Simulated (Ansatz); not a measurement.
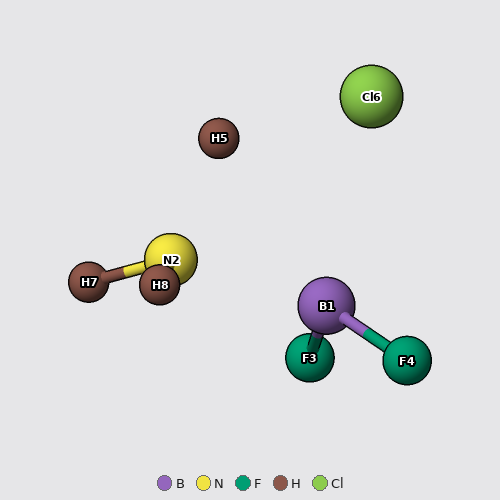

The system is the reacting system BClF2H3N (fragments BF₂H₂N + ClH where the first distance is long, BClF₂H₃N where the second is long); the picture shows the reference structure. The first coordinate is: distance B1–Cl6 (bond that forms); the second: distance H5–Cl6 (bond that breaks). Relaxed at each point: all other coordinates. The grid has 8 × 8 points. Points are written as (first, second). Energies: kJ/mol, counted from a guessed transition structure relaxed with its forming and breaking bonds held. Energies and slopes of some neighbouring points disagree (a jump in structure or state, or too coarse a mesh). The reference is spin-restricted, so regions where a bond is pulled apart into radicals lie too high. Computed with Ansatz, RKS r2SCAN-D4/def2-SVP.

Its coordinates:

```yaml
atoms:
  - { symbol: B, position_ang: [-0.1834, -0.8857, 0.0416] }
  - { symbol: N, position_ang: [-0.2952, 0.9110, -0.0286] }
  - { symbol: F, position_ang: [-0.6145, -1.4460, -1.0794] }
  - { symbol: F, position_ang: [-0.5458, -1.3505, 1.2286] }
  - { symbol: H, position_ang: [1.0349, 0.7994, -0.0602] }
  - { symbol: Cl, position_ang: [1.9766, -0.6830, -0.0306] }
  - { symbol: H, position_ang: [-0.7079, 1.2927, -0.8796] }
  - { symbol: H, position_ang: [-0.6648, 1.3622, 0.8081] }
```

Range: distance B1–Cl6 (bond that forms) from 1.674 to 3.474 Å; distance H5–Cl6 (bond that breaks) from 1.197 to 2.697 Å.

Question: What will the energy surface look like?

Answer: The lowest grid point is at (1.832 Å, 2.697 Å), −138 kJ/mol from a guessed transition structure relaxed with its forming and breaking bonds held. It lies on the edge of the grid, but the force there points inwards, so the minimum lies inside the range. The highest grid point, (1.674 Å, 1.197 Å), lies 333 kJ/mol above the lowest.

| second ↓, first → | 1.674 | 1.832 | 2.050 | 2.298 | 2.568 | 2.856 | 3.159 | 3.474 |
| --- | --- | --- | --- | --- | --- | --- | --- | --- |
| 2.697 | −108 | −138 | −119 | −68 | −24 | −46 | −62 | −71 |
| 2.434 | −103 | −136 | −120 | −73 | −21 | 26 | 62 | 88 |
| 2.182 | −87 | −124 | −113 | −73 | −28 | 10 | 38 | 57 |
| 1.942 | −59 | −101 | −98 | −67 | −32 | −6 | 12 | 23 |
| 1.717 | −14 | −62 | −69 | −52 | −33 | −22 | −17 | −13 |
| 1.510 | 53 | −6 | −30 | −33 | −39 | −47 | −51 | −52 |
| 1.329 | 132 | 57 | 8 | −25 | −53 | −71 | −78 | −79 |
| 1.197 | 195 | 106 | 40 | −5 | −35 | −52 | −59 | −60 |

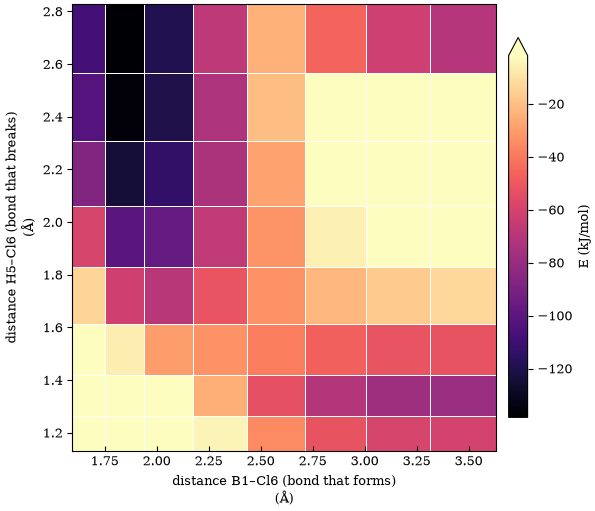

The picture shows one coloured cell a grid point, one colour for all values above the top of the scale.

Time for the 64 points that were run: 28 min on 1 thread of Arm Neoverse V1 (shared host).
